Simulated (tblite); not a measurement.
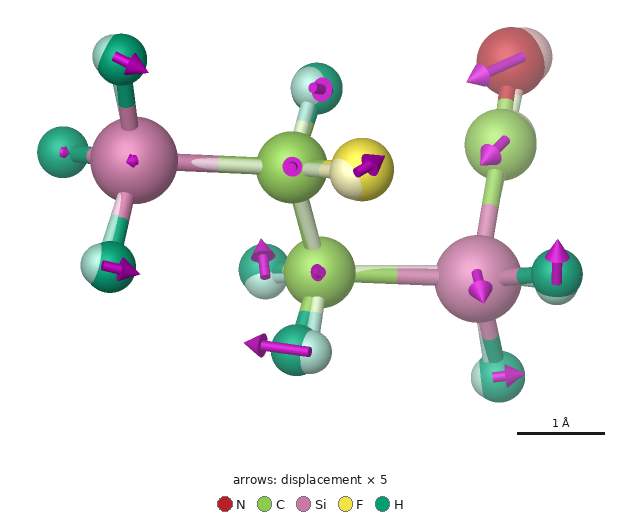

This is a relaxation of C$_{3}$H$_{8}$FNSi$_{2}$. The starting structure is drawn faded, the final one solid; purple arrows show the displacements, magnified 5 times. The two geometries are superimposed by the best rigid fit.

A ball-and-stick model, seen at a tilt.

Method: tblite 0.8.0, GFN2-xTB geometry optimisation, gas phase. 

### What did the optimiser do to the structure, and how much energy did it gain?

The largest move after the best rigid fit is that of the N atom, 0.17 Å. By element the largest moves are N 0.17 Å, H 0.17 Å, C 0.12 Å, Si 0.10 Å, F 0.09 Å. Near-neighbour distances that change, for instance: C–Si 1.876 → 1.923 Å, C–F 1.359 → 1.397 Å, H–Si 1.495 → 1.459 Å, C–N 1.163 → 1.146 Å. Bond angles that change, for instance: H–Si–H 106.7° → 113.6°, C–Si–C 110.0° → 104.2°, C–Si–H 112.0° → 107.5°. After 52 geometry steps the energy has fallen by 18.2 kJ/mol.
